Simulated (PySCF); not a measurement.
# CH$_{3}$NO, SMILES `O=CN`: electronic structure

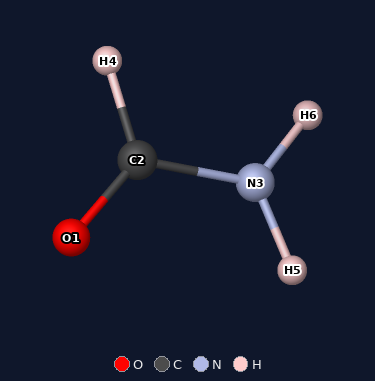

The molecule, with its atoms numbered as below. No frequency check shows the geometry to be a minimum.

Geometry (Å), atoms numbered from 1:

```
O1       1.1849    0.2440    0.0000
C2       0.1610   -0.3845    0.0000
N3      -1.0725    0.1555    0.0000
H4       0.1310   -1.4901    0.0000
H5      -1.1619    1.1593    0.0000
H6      -1.9064   -0.4029    0.0000
```

Part 1: Excited states

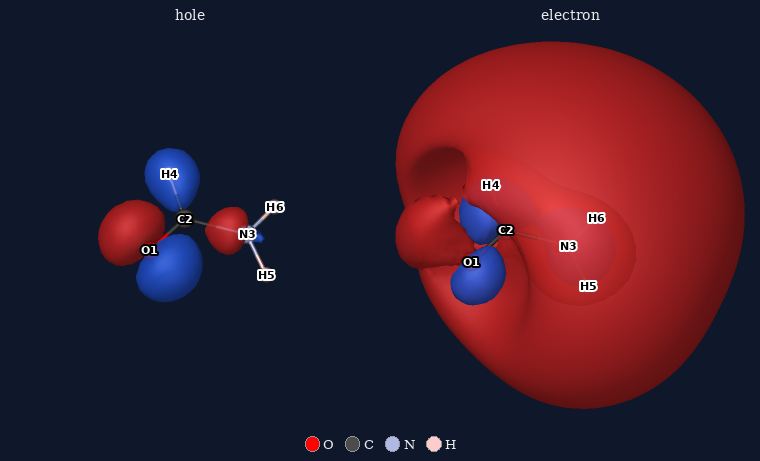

Leading natural transition orbital pair of S₃ (TDA singlet states); the surfaces enclose about 78 % of each orbital's density.

Level of theory: BHandHLYP/aug-cc-pVDZ (PySCF), at a geometry from GFN2-xTB.

Q: What kind of excitation is it, and where does it lie?

A: 7.25 eV (171 nm), f = 0.004, n → diffuse (Rydberg-like) orbital; the leading pair carries 90 %; hole on O1 (65 %), C2 (13 %) and N3 (10 %), electron on H6 (28 %), C2 (20 %) and N3 (16 %) (atom shares of so diffuse an orbital are rough); their centroids lie 2.1 Å apart. In canonical orbitals it is mainly HOMO → LUMO (82 %). The HOMO–LUMO gap is 9.22 eV.

Part 2: Removing or adding an electron

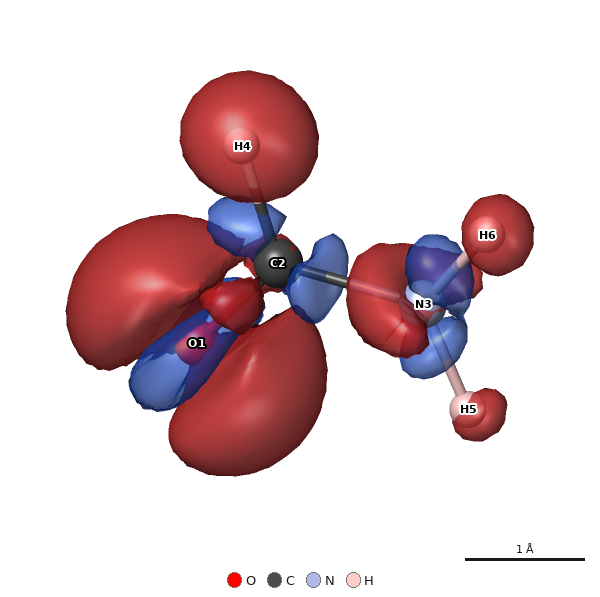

Fukui function f⁻ = ρ(N) − ρ(N−1) at fixed geometry, surfaces at ±0.05 e/Å³ (red positive, blue negative).

PySCF calculation, B3LYP/6-311+G**, gas phase; geometry: GFN2-xTB.

Q: On which atoms does the density change most on removal of an electron?

A: f⁻ (Hirshfeld-condensed) is largest on O1 (0.44); the vertical ionisation energy is 10.38 eV. Condensed values hint at sites of electrophilic attack but needn't mark the atom that reacts. Orbital relaxation makes it negative in places (0.22 e in all).

Part 3: The π system

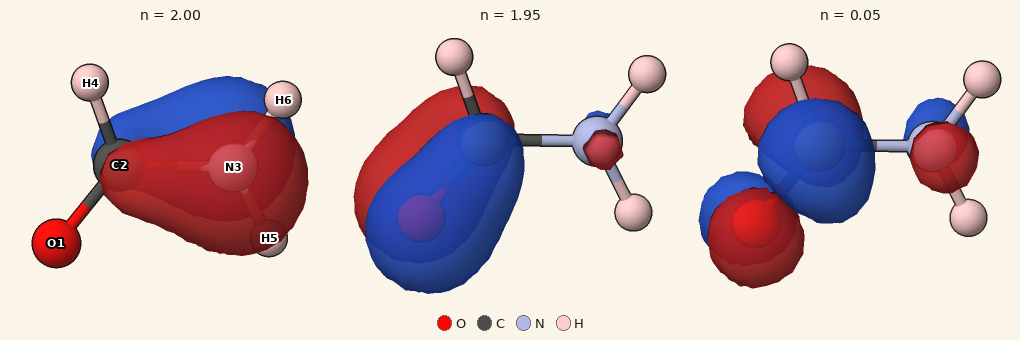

Natural orbitals of the π active space, CASSCF(4,3), singlet state, in order of falling occupation.

PySCF calculation, def2-SVPD basis, gas phase; geometry: GFN2-xTB.

Q: How multiconfigurational is the state?

A: The leading determinant weighs 0.97; the effective number of unpaired electrons, Σ n²(2−n)², is 0.02; the most occupied of the weakly occupied orbitals holds 0.05 e, as in an ordinary closed-shell π system. The active space lowers the energy by 0.73 eV against Hartree–Fock.

Q: Where does the lowest triplet lie relative to the singlet, at this geometry and within this active space?

A: 6.44 eV above it by strongly contracted NEVPT2 (+6.10 eV by CASSCF); a small basis tends to put such gaps a few tenths of an eV too high. This is a vertical energy for π states alone; a state that uses lone pairs or σ orbitals may lie lower.

The PySCF runs shown took 76 s, 98 s and 14 s on 1 thread of Intel(R) Xeon(R) Platinum 8375C CPU @ 2.90GHz (Ice Lake) (shared host).
